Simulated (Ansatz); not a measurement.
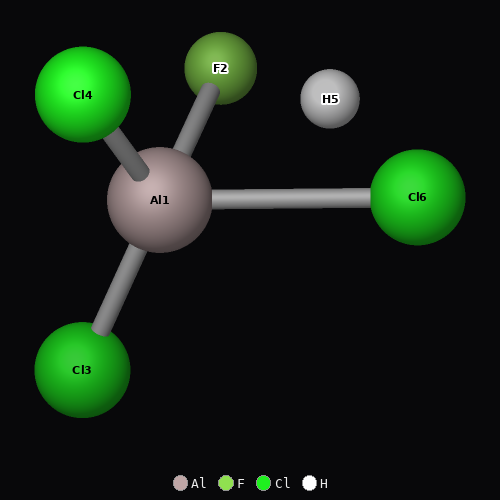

The system is the reacting system AlCl₃FH (fragments AlCl₂F + ClH where the first distance is long, AlCl₃ + FH where the second is long); the picture shows the reference structure. The first coordinate is: distance Al1–Cl6 (bond that forms); the second: distance Al1–F2 (bond that breaks). Relaxed at each point: all other coordinates. The grid has 9 × 9 points. Points are written as (first, second). Energies: eV, counted from the lowest grid point. Energies and slopes of some neighbouring points disagree (a jump in structure or state, or too coarse a mesh). The reference is spin-restricted, so regions where a bond is pulled apart into radicals lie too high. All numbers below come from RKS PBE0-D4/def2-SVP (Ansatz).

Its coordinates:

```xyz
6

Al   -0.2545   -0.5998    0.2895
F    -0.7501    1.3485   -0.3629
Cl   -1.0302   -1.9987   -1.0212
Cl   -0.2946   -0.6809    2.3555
H     0.4138    1.4150   -0.6424
Cl    1.9157    0.5159   -0.6187
```

Range: distance Al1–Cl6 (bond that forms) from 2.007 to 3.207 Å; distance Al1–F2 (bond that breaks) from 1.629 to 3.429 Å.

Q: Predict the map.

A: The lowest grid point is at (2.096 Å, 1.947 Å). The energy also falls towards the edge at (2.512 Å, 1.629 Å) (0.13 eV above the lowest), where a further well may lie outside the range. The highest grid point, (3.207 Å, 3.429 Å), lies 3.35 eV above the lowest.

```
second ↓, first →  2.007  2.096  2.219  2.359  2.512  2.674  2.845  3.023  3.207
            3.429   0.72   0.64   0.73   1.02   1.43   1.90   2.40   2.89   3.35
            3.152   0.64   0.56   0.65   0.93   1.33   1.80   2.29   2.77   3.22
            2.885   0.55   0.46   0.54   0.81   1.20   1.65   2.13   2.59   3.02
            2.629   0.43   0.33   0.40   0.66   1.03   1.46   1.91   2.35   2.76
            2.386   0.29   0.18   0.24   0.47   0.82   1.23   1.64   2.03   2.38
            2.157   0.16   0.04   0.07   0.27   0.58   0.94   1.30   1.59   1.75
            1.947   0.14   0.00   0.00   0.15   0.40   0.63   0.76   0.87   0.96
            1.763   0.40   0.23   0.18   0.18   0.16   0.20   0.27   0.34   0.41
            1.629   0.98   0.78   0.36   0.18   0.13   0.15   0.20   0.26   0.32
```

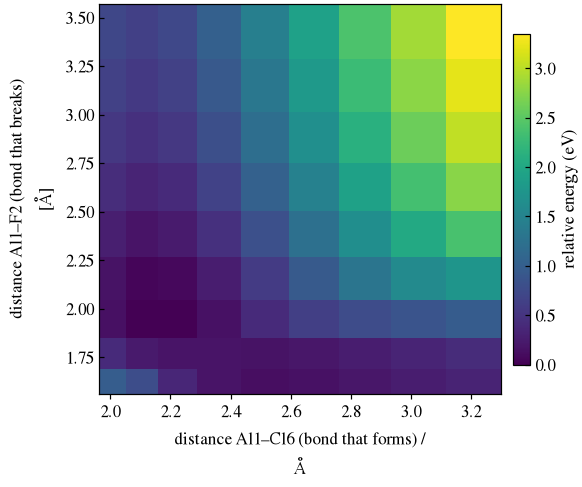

Drawn: one coloured cell a grid point.

The whole map (81 points run) took 24 min on 1 thread of Arm Neoverse V1, with other jobs on the host.
